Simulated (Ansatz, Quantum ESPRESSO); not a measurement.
**ScB (Pm-3m): zone-centre phonons**

Aim: the zone-centre modes of ScB (Pm-3m).

Calculated with Quantum ESPRESSO 7.5; DFT PBE, scalar-relativistic, plane waves, PseudoDojo norm-conserving pseudopotentials.

The structure was built from a prototype and need not be the compound's stable phase.

## 1. Starting point

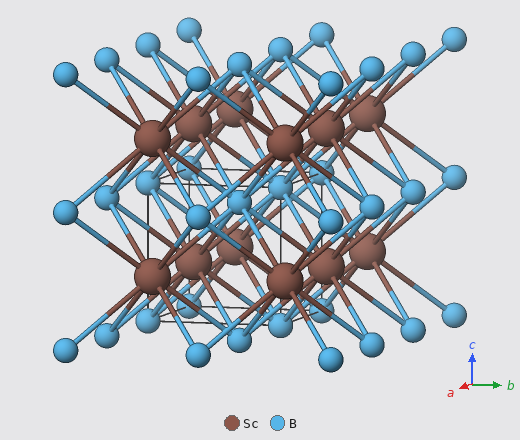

The starting structure, seen slightly off an axis (scandium brown, boron blue). 3×2×2 cells are drawn. Some periodic images of atoms are drawn too.

Coordinates:

```cif
data_structure
_symmetry_space_group_name_H-M 'P 1'
_symmetry_Int_Tables_number 1
_cell_length_a 3.2316
_cell_length_b 3.2316
_cell_length_c 3.2316
_cell_angle_alpha 90.000
_cell_angle_beta 90.000
_cell_angle_gamma 90.000
_cell_volume 33.75
loop_
_atom_site_label
_atom_site_type_symbol
_atom_site_fract_x
_atom_site_fract_y
_atom_site_fract_z
_atom_site_occupancy
Sc1 Sc 0.50000 0.50000 0.50000 1
B2 B 0.00000 0.00000 0.00000 1
```

## 2. A probe with smearing

Before anything dear is run, a loose run with smearing shows whether this is a metal and how far the cell is from rest.

Contents of probe.in:

```
&CONTROL
  calculation = 'scf'
  prefix      = 'x'
  outdir      = './tmp'
  pseudo_dir  = './pseudo'
  tprnfor     = .true.
  tstress     = .true.
  verbosity   = 'high'
/
&SYSTEM
  ibrav       = 0
  nat         = 2
  ntyp        = 2
  ecutwfc     = 78.0
  occupations = 'smearing'
  smearing    = 'gaussian'
  degauss     = 0.01
/
&ELECTRONS
  conv_thr         = 1.0d-07
  mixing_beta      = 0.7
  electron_maxstep = 100
/
ATOMIC_SPECIES
 Sc     44.9559  Sc.upf
 B      10.8100  B.upf
CELL_PARAMETERS angstrom
     3.231610000    0.000000000    0.000000000
     0.000000000    3.231610000    0.000000000
     0.000000000    0.000000000    3.231610000
ATOMIC_POSITIONS crystal
 Sc     0.500000000   0.500000000   0.500000000
 B      0.000000000   0.000000000   0.000000000
K_POINTS automatic
 6 6 6 0 0 0
```

Run with:

```console
$ OMP_NUM_THREADS=1 mpirun -n 4 pw.x -nk 4 -in probe.in > probe.out
```

The program printed:

```text
[banners, grids, parts of the stress and lines that vanish by symmetry left out]
Program PWSCF v.7.5
     Message from routine setup:
     using ibrav=0 with symmetry is DISCOURAGED, use correct ibrav instead
[...]
kinetic-energy cutoff     =      78.0000  Ry
     charge density cutoff     =     312.0000  Ry
     scf convergence threshold =      1.0E-07
[...]
Exchange-correlation= PBE
                           (   1   4   3   4   0   0   0)
[...]
48 Sym. Ops., with inversion, found
[...]
(     0          1          0      )
                  (     0          0          1      )
[...]
(  0.0000000  1.0000000  0.0000000 )
                  (  0.0000000  0.0000000  1.0000000 )
[...]
(     0         -1          0      )
                  (     0          0          1      )
[...]
(  0.0000000 -1.0000000  0.0000000 )
[...]
(     0          0          1      )
                  (     1          0          0      )
[...]
( -1.0000000  0.0000000  0.0000000 )
                  (  0.0000000  1.0000000  0.0000000 )
[...]
number of k points=    20  Gaussian smearing, width (Ry)=  0.0100
[...]
End of self-consistent calculation
[...]
the Fermi energy is     8.6043 ev
!    total energy              =    -102.62585794 Ry
[...]
convergence has been achieved in   9 iterations
[...]
atom    1 type  1   force =     0.00000000    0.00000000    0.00000000
     atom    2 type  2   force =     0.00000000    0.00000000    0.00000000
[...]
Total force =     0.000000     Total SCF correction =     0.000000
[...]
total   stress  (Ry/bohr**3)                   (kbar)     P=     -189.07
[...]
XML data file, charge density, pseudopotentials, collected wavefunctions

   JOB DONE.
```

Wall time 2.8 s (4 MPI ranks of Arm Neoverse V2, shared host).

Numbers from this step:

```yaml
volume_per_atom: 16.87 Å³
pressure: -18.91 GPa
gap_on_the_k_mesh: 0 eV
```

No gap opens on this mesh, so smearing is kept; the start stands at -19 GPa.

## 3. Relaxing the cell and atoms

The harmonic expansion starts where the forces on the atoms vanish, and stress shifts the frequencies, so cell and atoms are relaxed with tight thresholds.

Contents of relax.in:

```
&CONTROL
  calculation   = 'vc-relax'
  prefix        = 'x'
  outdir        = './tmp'
  pseudo_dir    = './pseudo'
  tprnfor       = .true.
  tstress       = .true.
  forc_conv_thr = 2.0d-05
  etot_conv_thr = 1.0d-07
  nstep         = 40
/
&SYSTEM
  ibrav       = 0
  nat         = 2
  ntyp        = 2
  ecutwfc     = 78.0
  occupations = 'smearing'
  smearing    = 'mv'
  degauss     = 0.02
/
&ELECTRONS
  conv_thr         = 1.0d-11
  mixing_beta      = 0.7
  electron_maxstep = 100
/
&IONS
/
&CELL
  press_conv_thr = 0.1
/
ATOMIC_SPECIES
 Sc     44.9559  Sc.upf
 B      10.8100  B.upf
CELL_PARAMETERS angstrom
     3.231610000    0.000000000    0.000000000
     0.000000000    3.231610000    0.000000000
     0.000000000    0.000000000    3.231610000
ATOMIC_POSITIONS crystal
 Sc     0.500000000   0.500000000   0.500000000
 B      0.000000000   0.000000000   0.000000000
K_POINTS automatic
 10 10 10 0 0 0
```

Run with:

```console
$ OMP_NUM_THREADS=1 mpirun -n 4 pw.x -nk 4 -in relax.in > relax.out
```

The program printed:

```text
[banners, grids, parts of the stress and lines that vanish by symmetry left out]
[banner, memory and clock lines left out]
Program PWSCF v.7.5

[...]
kinetic-energy cutoff     =      78.0000  Ry
     charge density cutoff     =     312.0000  Ry
     scf convergence threshold =      1.0E-11
[...]
energy convergence thresh.=      1.0E-07
     force convergence thresh. =      2.0E-05
     press convergence thresh. =      1.0E-01
     Exchange-correlation= PBE
                           (   1   4   3   4   0   0   0)
[...]
48 Sym. Ops., with inversion, found
[...]
number of k points=    56  Marzari-Vanderbilt smearing, width (Ry)=  0.0200
[...]
End of self-consistent calculation
[...]
the Fermi energy is     8.6905 ev
!    total energy              =    -102.62637951 Ry
[...]
convergence has been achieved in  19 iterations
[...]
atom    1 type  1   force =     0.00000000    0.00000000    0.00000000
     atom    2 type  2   force =     0.00000000    0.00000000    0.00000000
     Total force =     0.000000     Total SCF correction =     0.000000
[...]
total   stress  (Ry/bohr**3)                   (kbar)     P=     -188.48
[...]
number of bfgs steps    =   0
[...]
CELL_PARAMETERS (angstrom)
[...]
ATOMIC_POSITIONS (crystal)
Sc               0.5000000000        0.5000000000        0.5000000000
B                0.0000000000        0.0000000000        0.0000000000
[...]
New effective cutoffs (rho, wfc):  332.16   83.24
[...]
End of self-consistent calculation
[...]
the Fermi energy is     9.8405 ev
!    total energy              =    -102.65056453 Ry
[...]
convergence has been achieved in  10 iterations
[...]
atom    1 type  1   force =     0.00000000    0.00000000    0.00000000
     atom    2 type  2   force =     0.00000000    0.00000000    0.00000000
     Total force =     0.000000     Total SCF correction =     0.000000
[...]
total   stress  (Ry/bohr**3)                   (kbar)     P=     -142.72
[...]
number of bfgs steps    =   1
[...]
CELL_PARAMETERS (angstrom)
[...]
ATOMIC_POSITIONS (crystal)
Sc               0.5000000000        0.5000000000        0.5000000000
B                0.0000000000        0.0000000000        0.0000000000
[...]
New effective cutoffs (rho, wfc):  367.77   92.17
[...]
End of self-consistent calculation
[...]
the Fermi energy is    11.8152 ev
!    total energy              =    -102.66775855 Ry
[...]
convergence has been achieved in   9 iterations
[...]
atom    1 type  1   force =     0.00000000    0.00000000    0.00000000
     atom    2 type  2   force =     0.00000000    0.00000000    0.00000000
     Total force =     0.000000     Total SCF correction =     0.000000
[...]
total   stress  (Ry/bohr**3)                   (kbar)     P=      -12.33
[...]
number of bfgs steps    =   2
[...]
CELL_PARAMETERS (angstrom)
[...]
ATOMIC_POSITIONS (crystal)
[...]
New effective cutoffs (rho, wfc):  371.04   92.99
[...]
End of self-consistent calculation
[...]
the Fermi energy is    11.9961 ev
!    total energy              =    -102.66782941 Ry
[...]
convergence has been achieved in  10 iterations
[...]
atom    1 type  1   force =     0.00000000    0.00000000    0.00000000
     atom    2 type  2   force =     0.00000000    0.00000000    0.00000000
     Total force =     0.000000     Total SCF correction =     0.000000
[...]
total   stress  (Ry/bohr**3)                   (kbar)     P=        3.60
[...]
number of bfgs steps    =   3
[...]
CELL_PARAMETERS (angstrom)
[...]
ATOMIC_POSITIONS (crystal)
[...]
New effective cutoffs (rho, wfc):  370.30   92.80
[...]
End of self-consistent calculation
[...]
the Fermi energy is    11.9553 ev
!    total energy              =    -102.66783569 Ry
[...]
convergence has been achieved in   7 iterations
[...]
atom    1 type  1   force =     0.00000000    0.00000000    0.00000000
     atom    2 type  2   force =     0.00000000    0.00000000    0.00000000
     Total force =     0.000000     Total SCF correction =     0.000000
[...]
total   stress  (Ry/bohr**3)                   (kbar)     P=       -0.06
[...]
number of bfgs steps    =   4
[...]
small trust_radius: resetting bfgs history
[...]
CELL_PARAMETERS (angstrom)
[...]
ATOMIC_POSITIONS (crystal)
[...]
New effective cutoffs (rho, wfc):  370.31   92.80
[...]
End of self-consistent calculation
[...]
the Fermi energy is    11.9557 ev
!    total energy              =    -102.66783569 Ry
[...]
convergence has been achieved in   4 iterations
[...]
atom    1 type  1   force =     0.00000000    0.00000000    0.00000000
     atom    2 type  2   force =     0.00000000    0.00000000    0.00000000
     Total force =     0.000000     Total SCF correction =     0.000000
[...]
total   stress  (Ry/bohr**3)                   (kbar)     P=       -0.02
[...]
bfgs converged in   6 scf cycles and   5 bfgs steps
[...]
End of BFGS Geometry Optimization
     Final enthalpy           =    -102.6678356928 Ry
     File ./tmp/x.bfgs deleted, as requested
[...]
CELL_PARAMETERS (angstrom)
[...]
ATOMIC_POSITIONS (crystal)
Sc               0.5000000000        0.5000000000        0.5000000000
B                0.0000000000        0.0000000000        0.0000000000
[...]
Final scf calculation at the relaxed structure.
[...]
kinetic-energy cutoff     =      78.0000  Ry
     charge density cutoff     =     312.0000  Ry
     scf convergence threshold =      1.0E-13
[...]
press convergence thresh. =      1.0E-01
     Exchange-correlation= PBE
                           (   1   4   3   4   0   0   0)
[...]
48 Sym. Ops., with inversion, found
[...]
number of k points=    56  Marzari-Vanderbilt smearing, width (Ry)=  0.0200
[...]
End of self-consistent calculation
[...]
the Fermi energy is    11.9557 ev
!    total energy              =    -102.66779911 Ry
[...]
convergence has been achieved in  31 iterations
[...]
atom    1 type  1   force =     0.00000000    0.00000000    0.00000000
     atom    2 type  2   force =     0.00000000    0.00000000    0.00000000
     Total force =     0.000000     Total SCF correction =     0.000000
[...]
total   stress  (Ry/bohr**3)                   (kbar)     P=       -0.42
[...]
XML data file, charge density, pseudopotentials, collected wavefunctions
```

Run time: 40 s. Hardware: 4 MPI ranks; 2.7 min of CPU time.

The steps of the relaxation:

| step | energy less that of the first step (eV) | largest force (eV/Å) | pressure (GPa) | volume (Å³) |
| --- | --- | --- | --- | --- |
| 1 | 0.0000 | 0.0000 | -18.85 | 33.75 |
| 2 | -0.3291 | 0.0000 | -14.27 | 30.61 |
| 3 | -0.5630 | 0.0000 | -1.23 | 26.27 |
| 4 | -0.5640 | 0.0000 | 0.36 | 25.93 |
| 5 | -0.5640 | 0.0000 | -0.01 | 26.00 |
| 6 | -0.5640 | 0.0000 | 0.00 | 26.00 |
| 7 | -0.5635 | 0.0000 | -0.04 | 26.00 |

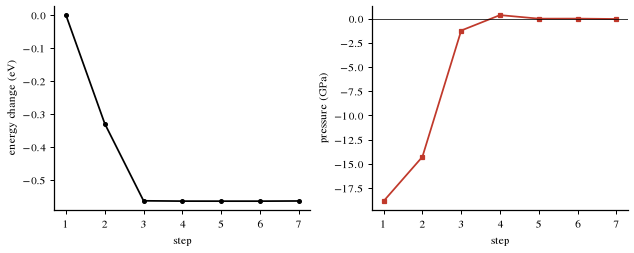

Energy and pressure along the relaxation.

| conventional cell, symmetrised | before | after | change |
| --- | --- | --- | --- |
| a (Å) | 3.232 | 2.963 | -8.3 % |
| b (Å) | 3.232 | 2.963 | -8.3 % |
| c (Å) | 3.232 | 2.963 | -8.3 % |
| volume (Å³/atom) | 16.87 | 13.00 | -23.0 % |

Final coordinates:

```xyz
2
Lattice="2.9626 0.0000 0.0000 0.0000 2.9626 0.0000 0.0000 0.0000 2.9626" Properties=species:S:1:pos:R:3 pbc="T T T"
Sc    1.4813    1.4813    1.4813
B     0.0000    0.0000    0.0000
```

The last row of the table of steps is pw.x's closing run on a basis chosen anew for the final cell, so its energy can jump.

Numbers from this step:

```
volume per atom : 13.00 Å³
pressure        : -0.042 GPa
```

The volume changes by -23.0 % from the cell with which this run began.

## 4. Ground state

Perturbation theory inherits every error of the wavefunctions, so the threshold is set near the limit of the arithmetic. Smearing stays on, as the first look found no gap above 0.3 eV.

Contents of scf.in:

```
&CONTROL
  calculation = 'scf'
  prefix      = 'x'
  outdir      = './tmp'
  pseudo_dir  = './pseudo'
  tprnfor     = .true.
  tstress     = .true.
/
&SYSTEM
  ibrav       = 0
  nat         = 2
  ntyp        = 2
  ecutwfc     = 78.0
  occupations = 'smearing'
  smearing    = 'mv'
  degauss     = 0.02
/
&ELECTRONS
  conv_thr         = 1.0d-12
  mixing_beta      = 0.7
  electron_maxstep = 100
/
ATOMIC_SPECIES
 Sc     44.9559  Sc.upf
 B      10.8100  B.upf
CELL_PARAMETERS angstrom
     2.962605749    0.000000000    0.000000000
     0.000000000    2.962605749    0.000000000
     0.000000000    0.000000000    2.962605749
ATOMIC_POSITIONS crystal
 Sc     0.500000000   0.500000000   0.500000000
 B      0.000000000   0.000000000   0.000000000
K_POINTS automatic
 12 12 12 0 0 0
```

Run with:

```console
$ OMP_NUM_THREADS=1 mpirun -n 4 pw.x -nk 4 -in scf.in > scf.out
```

The program printed:

```text
[banners, grids, parts of the stress and lines that vanish by symmetry left out]
[banner, memory and clock lines left out]
Program PWSCF v.7.5

[...]
kinetic-energy cutoff     =      78.0000  Ry
     charge density cutoff     =     312.0000  Ry
     scf convergence threshold =      1.0E-12
[...]
Exchange-correlation= PBE
                           (   1   4   3   4   0   0   0)
[...]
48 Sym. Ops., with inversion, found
[...]
number of k points=    84  Marzari-Vanderbilt smearing, width (Ry)=  0.0200
[...]
End of self-consistent calculation
[...]
the Fermi energy is    11.9158 ev
!    total energy              =    -102.66802037 Ry
[...]
convergence has been achieved in  14 iterations
[...]
atom    1 type  1   force =     0.00000000    0.00000000    0.00000000
     atom    2 type  2   force =     0.00000000    0.00000000    0.00000000
     Total force =     0.000000     Total SCF correction =     0.000000
[...]
total   stress  (Ry/bohr**3)                   (kbar)     P=        3.04
[...]
XML data file, charge density, pseudopotentials, collected wavefunctions
```

It took 6.9 s on 4 MPI ranks.

This step gave:

```
pressure : 0.304 GPa
```

The cell stands at 0.30 GPa, close enough for stiff modes, while soft ones can move.

## 5. Zone-centre response

At q = 0 one unit cell holds all displacements; symmetry groups them into irreducible representations that are solved one by one. With smeared occupations no response to a homogeneous field can be asked.

Contents of ph.in:

```
phonons
&INPUTPH
  prefix       = 'x'
  outdir       = './tmp'
  fildyn       = 'g.dyn'
  tr2_ph       = 1.0d-18
  alpha_mix(1) = 0.4
  nmix_ph      = 8
/
0.000000000 0.000000000 0.000000000
```

Run with:

```console
$ OMP_NUM_THREADS=1 mpirun -n 4 ph.x -nk 4 -in ph.in > ph.out
```

The program printed:

```text
[banners, grids, parts of the stress and lines that vanish by symmetry left out]
[banner, memory and clock lines left out]
Program PHONON v.7.5

     ./tmp/x.save/

     IMPORTANT: XC functional enforced from input :
     Exchange-correlation= PBE
                           (   1   4   3   4   0   0   0)
     Any further DFT definition will be discarded
     Please, verify this is what you really want

     G-vector sticks info

     Reading collected, re-writing distributed wavefunctions in ./tmp/

     Number and degeneracy of irreps per q-point
       N         xq(1)         xq(2)         xq(3)   N irreps
       1   0.000000000   0.000000000   0.000000000       2
        3   3

     Calculation of q =    0.0000000   0.0000000   0.0000000

     phonons

     bravais-lattice index     =            0
     lattice parameter (alat)  =       5.5985  a.u.
     unit-cell volume          =     175.4762 (a.u.)^3
     number of atoms/cell      =            2
     number of atomic types    =            2
     kinetic-energy cut-off    =      78.0000  Ry
     charge density cut-off    =     312.0000  Ry
     convergence threshold     =      1.0E-18
     beta                      =       0.4000
     number of iterations used =            8
     Exchange-correlation= PBE
                           (   1   4   3   4   0   0   0)

     celldm(1)=    5.59851  celldm(2)=    0.00000  celldm(3)=    0.00000
     celldm(4)=    0.00000  celldm(5)=    0.00000  celldm(6)=    0.00000

     crystal axes: (cart. coord. in units of alat)
               a(1) = (  1.0000  0.0000  0.0000 )
               a(2) = (  0.0000  1.0000  0.0000 )
               a(3) = (  0.0000  0.0000  1.0000 )

     reciprocal axes: (cart. coord. in units 2 pi/alat)
               b(1) = (  1.0000  0.0000  0.0000 )
               b(2) = (  0.0000  1.0000  0.0000 )
               b(3) = (  0.0000  0.0000  1.0000 )

     Atoms inside the unit cell:

     Cartesian axes

     site n.  atom      mass           positions (alat units)
        1  Sc     44.9559   tau(    1) = (    0.50000    0.50000    0.50000  )
        2  B      10.8100   tau(    2) = (    0.00000    0.00000    0.00000  )

     Computing dynamical matrix for
                    q = (   0.0000000   0.0000000   0.0000000 )

     49 Sym.Ops. (with q -> -q+G )

     G cutoff =  247.7082  (  16279 G-vectors)     FFT grid: ( 32, 32, 32)

     number of k points=    84  Marzari-Vanderbilt smearing, width (Ry)=  0.0200
                       cart. coord. in units 2pi/alat
        k(    1) = (   0.0000000   0.0000000   0.0000000), wk =   0.0011574
        k(    2) = (   0.0000000   0.0000000   0.0833333), wk =   0.0069444
        k(    3) = (   0.0000000   0.0000000   0.1666667), wk =   0.0069444
        [... further k-points left out ...]

     PseudoPot. # 1 for Sc read from file:
     ./pseudo/Sc.upf
     Pseudo is Norm-conserving + core correction, Zval = 11.0
     Using radial grid of 1662 points,  6 beta functions with:
                l(1) =   0
                l(2) =   0
                l(3) =   1
                l(4) =   1
                l(5) =   2
                l(6) =   2

     PseudoPot. # 2 for B  read from file:
     ./pseudo/B.upf
     Pseudo is Norm-conserving + core correction, Zval =  3.0
     Using radial grid of 1534 points,  4 beta functions with:
                l(1) =   0
                l(2) =   0
                l(3) =   1
                l(4) =   1

     Mode symmetry, O_h (m-3m)  point group:

     Atomic displacements:
     There are    2 irreducible representations

     Representation     1      3 modes -  To be done

     Representation     2      3 modes -  To be done

     Alpha used in Ewald sum =   2.8000

     Representation #   1 modes #   1   2   3

     Self-consistent Calculation
      thresh= 1.000E-02 alpha_mix =  0.400 |ddv_scf|^2 =  9.432E-08
      thresh= 3.071E-05 alpha_mix =  0.400 |ddv_scf|^2 =  7.745E-09
      thresh= 8.801E-06 alpha_mix =  0.400 |ddv_scf|^2 =  2.164E-10
      thresh= 1.471E-06 alpha_mix =  0.400 |ddv_scf|^2 =  1.904E-11
      thresh= 4.364E-07 alpha_mix =  0.400 |ddv_scf|^2 =  8.597E-14
      thresh= 2.932E-08 alpha_mix =  0.400 |ddv_scf|^2 =  2.256E-14
      thresh= 1.502E-08 alpha_mix =  0.400 |ddv_scf|^2 =  1.004E-16
      thresh= 1.002E-09 alpha_mix =  0.400 |ddv_scf|^2 =  5.171E-19

     End of self-consistent calculation

     Convergence has been achieved

     Representation #   2 modes #   4   5   6

     Self-consistent Calculation
      thresh= 1.000E-02 alpha_mix =  0.400 |ddv_scf|^2 =  4.736E-06
      thresh= 2.176E-04 alpha_mix =  0.400 |ddv_scf|^2 =  2.124E-07
      thresh= 4.609E-05 alpha_mix =  0.400 |ddv_scf|^2 =  7.150E-09
      thresh= 8.456E-06 alpha_mix =  0.400 |ddv_scf|^2 =  6.509E-11
      thresh= 8.068E-07 alpha_mix =  0.400 |ddv_scf|^2 =  4.693E-12
      thresh= 2.166E-07 alpha_mix =  0.400 |ddv_scf|^2 =  6.037E-13
      thresh= 7.770E-08 alpha_mix =  0.400 |ddv_scf|^2 =  1.703E-15
      thresh= 4.127E-09 alpha_mix =  0.400 |ddv_scf|^2 =  7.651E-17
      thresh= 8.747E-10 alpha_mix =  0.400 |ddv_scf|^2 =  1.201E-18
      thresh= 1.096E-10 alpha_mix =  0.400 |ddv_scf|^2 =  5.586E-21

     End of self-consistent calculation

     Convergence has been achieved

     Number of q in the star =    1
     List of q in the star:
          1   0.000000000   0.000000000   0.000000000

     Diagonalizing the dynamical matrix

     q = (    0.000000000   0.000000000   0.000000000 )

 **************************************************************************
     freq (    1) =      -0.476092 [THz] =     -15.880705 [cm-1]
     freq (    2) =      -0.476092 [THz] =     -15.880705 [cm-1]
     freq (    3) =      -0.476092 [THz] =     -15.880705 [cm-1]
     freq (    4) =       9.900694 [THz] =     330.251595 [cm-1]
     freq (    5) =       9.900694 [THz] =     330.251595 [cm-1]
     freq (    6) =       9.900694 [THz] =     330.251595 [cm-1]
 **************************************************************************

     Mode symmetry, O_h (m-3m)  point group:

     freq (   1-   3) =        -15.9  [cm-1]   --> T_1u G_15  G_4- I
     freq (   4-   6) =        330.3  [cm-1]   --> T_1u G_15  G_4- I
```

Run time: 49 s. Hardware: 4 MPI ranks; 3.2 min of CPU time.

This step gave:

```
largest acoustic frequency at the zone centre before the sum rule : -15.88 cm⁻¹
highest optical zone-centre mode (no LO-TO term)                  : 330.2 cm⁻¹
lowest optical zone-centre mode                                   : 330.2 cm⁻¹
```

The acoustic modes at Γ come out as far as 15.9 cm⁻¹ from zero, where they should vanish, a sizeable error of basis and grid.

(Part 1 of 2 ends here.)

[Host names and launcher messages were left out of these logs when they were recorded.]

[Logs are printed without paths, hosts, clocks, repeated set-up lines and the standing remarks that a program may print on its own settings, such as how far it seeks lower states.]

[Hosts, paths, dates, database ids (printed as entryN), source tags and the programs' standing remarks are cut or masked in the printed files.]
